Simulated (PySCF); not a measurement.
C₁₂H₁₂Ge (SMILES c1cc[c]([GeH2][c]2ccccc2)cc1)

```xyz
25

C    -4.2222    0.8401    0.2146
C    -3.1147    1.1726    0.9948
C    -1.9686    0.3808    0.9509
C    -1.9099   -0.7546    0.1299
Ge   -0.3014   -1.8507    0.0762
C     1.2536   -0.7078   -0.1966
C     2.5134   -1.0749    0.2947
C     3.6258   -0.2600    0.0885
C     3.4911    0.9387   -0.6109
C     2.2427    1.3194   -1.1011
C     1.1325    0.5016   -0.8942
C    -3.0285   -1.0734   -0.6504
C    -4.1777   -0.2835   -0.6088
H    -5.1213    1.4604    0.2471
H    -3.1436    2.0545    1.6396
H    -1.1042    0.6585    1.5616
H    -0.1026   -2.6236    1.3970
H    -0.4579   -2.8726   -1.0695
H     2.6323   -2.0088    0.8525
H     4.6014   -0.5598    0.4794
H     4.3613    1.5802   -0.7708
H     2.1320    2.2602   -1.6463
H     0.1563    0.8151   -1.2762
H    -3.0054   -1.9502   -1.3041
H    -5.0416   -0.5460   -1.2246
```

Geometry: PBE0-D3(BJ)/def2-SVP.

Computed with wB97X-D/def2-SVPD, SCF density, gas phase in PySCF 2.14.0.

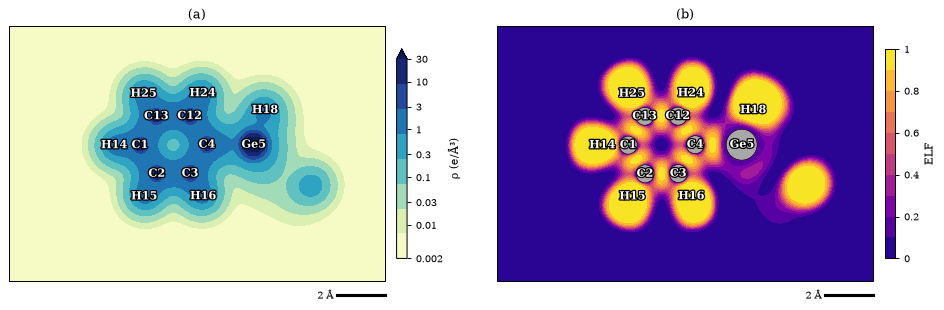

Figure 1. (a) total electron density; (b) electron localisation function on the plane of atoms C1, C13 and C12. Grey discs cover the atomic cores in the ELF map.

> Read the bonding off the picture.

- The section cuts through C, Ge and H sites.
- C–C (1.39 Å): ρ is about 2.1 e/Å³ halfway; the ELF peaks at about 0.95 between the atoms, as expected for localised, covalent bonding.
- C–Ge (1.95 Å): the density is about 0.9 e/Å³ at the midpoint; the ELF peaks at about 0.95 in the valence shell of C, 0.7 Å from its nucleus, and is about 0.70 at the midpoint.
- C–H (1.09 Å): ρ is about 2 e/Å³ halfway; the ELF climbs to about 1 towards the hydrogen, as it does in any bond to H (a covalent bond by its length).
- Ge–H (1.54 Å): ρ is about 1 e/Å³ halfway; the ELF climbs to about 1 towards the hydrogen.

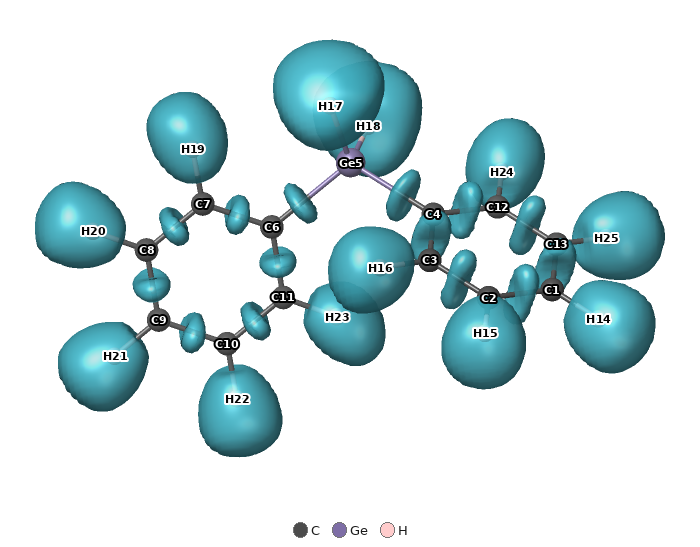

Figure 2. Isosurface of the electron localisation function at 0.85 (cyan), seen at a tilt. Core shells and regions of very low density are left out.

> Identify the bonds, lone pairs and shells in this picture.

At this value the surface marks out twelve regions between bonded C–C atoms (shared pairs), twelve regions around hydrogen nuclei and two lobes of the valence shell of C pointing towards Ge (polar bonds).

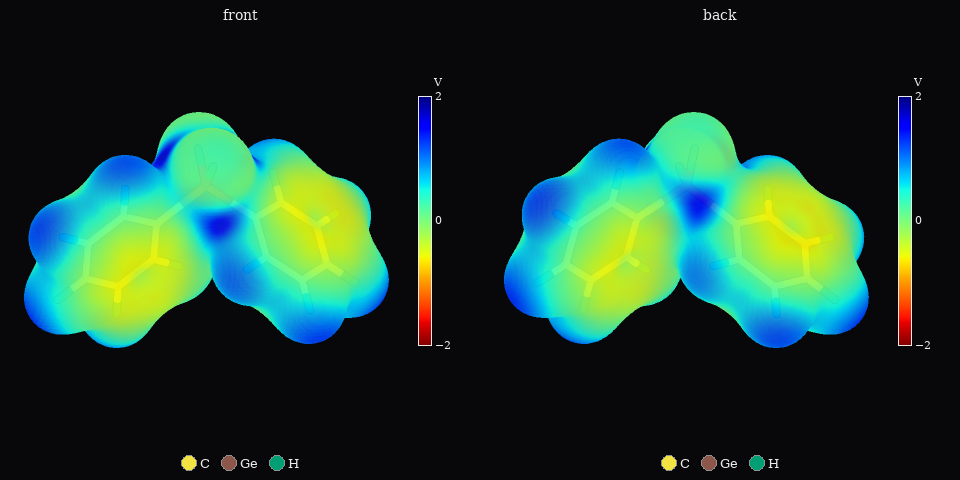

Figure 3. The electrostatic potential painted on the density surface at 0.004 e/bohr³, seen from the front and from behind; red is negative and blue positive.

> Describe the electrostatic potential map.

The most negative region (about −0.6 V, or −14 kcal/mol for a unit charge) lies over the π face of the C atoms, the most positive (about +1.5 V, or +35 kcal/mol for a unit charge) over Ge5.
